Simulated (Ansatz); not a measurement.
**CH2AlClF (charge −1): density, localisation and related maps**

```
atom    x (Å)    y (Å)    z (Å)
   F   2.1508  -0.3977   0.0176
   C   0.7991  -0.3660  -0.5018
  Al  -0.5278   0.7754   0.6061
  Cl  -2.1992   0.2112  -0.9147
   H   0.4855  -1.4217  -0.5761
   H   0.8902  -0.0117  -1.5432
```

The highest occupied orbital lies above zero, a sign that basis and functional describe the outermost electron poorly.

All numbers below come from Ansatz 0.2.0, RKS r2SCAN/def2-mTZVP.

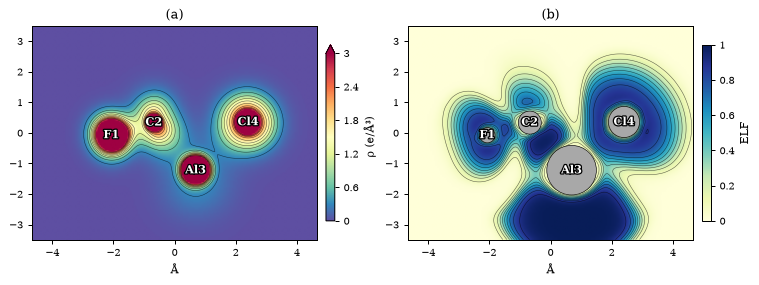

Figure 1. (a) electron density; (b) electron localisation function on the plane of atoms F1, C2 and Al3. Grey discs cover the atomic cores in the ELF map.

Question: What do the fields say about this system?

Answer: Atoms in the plane: F, C, Al and Cl.
C–F (1.45 Å): the density is about 1.7 e/Å³ at the midpoint, with its minimum of 1.3 e/Å³ about 0.5 Å from C; the ELF peaks at about 0.85 between the atoms (a polar covalent bond).
C–Al (2.07 Å): the density is about 0.61 e/Å³ at the midpoint; the ELF peaks at about 1 between the atoms, as expected for a shared but strongly polarised pair.
Al–Cl (2.33 Å): ρ is about 0.46 e/Å³ halfway; the ELF peaks at about 0.85 in the valence shell of Cl, 0.9 Å from its nucleus, and is about 0.75 at the midpoint.
The ELF also peaks beside F1 and Cl4, away from the bonds: lone-pair regions.

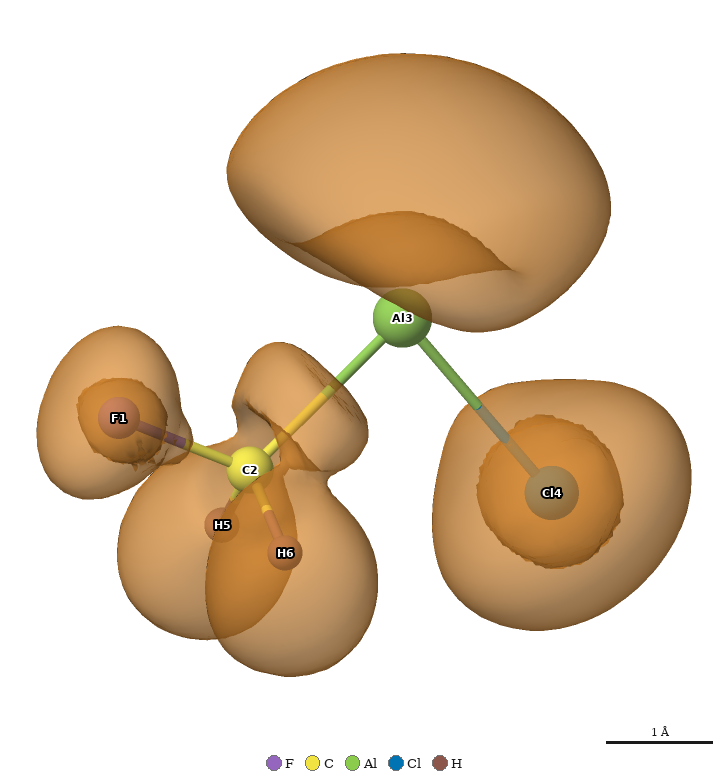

Figure 2. Isosurface of the electron localisation function at 0.75 (orange), seen at a tilt. Core shells and regions of very low density are left out.

Question: Where are the electrons localised?

Answer: The ELF exceeds this value in one region on Cl in which the atom's valence shell and bonds are merged, one region on F in which the atom's valence shell and bonds are merged, one lobe on Al, pointing away from the bonds (lone pairs) and one joined region spread over several atoms (C, H), in which their bonds and any lone pairs are merged.

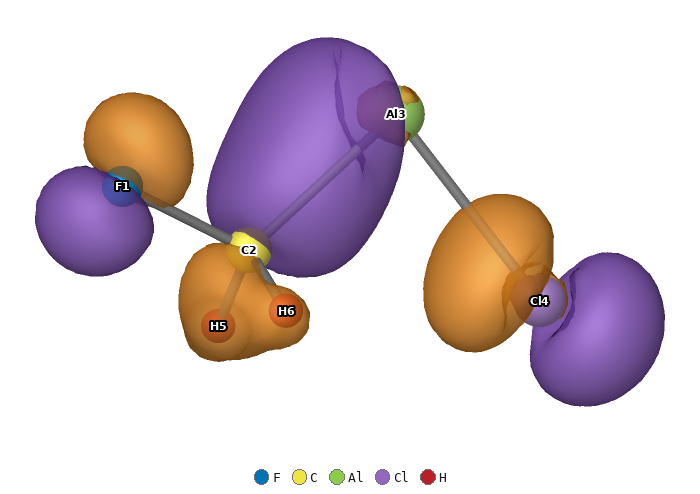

Figure 3. The HOMO−1 at ±0.15 Å⁻³ᐟ² (orange and purple are the two phases), seen at a tilt.

Question: What is the character of this orbital?

Answer: Its weight (Hirshfeld) is mainly on Cl4 (about 25 %), C2 (about 25 %), Al3 (about 25 %) and F1 (about 20 %). Its energy is −2.04 eV.
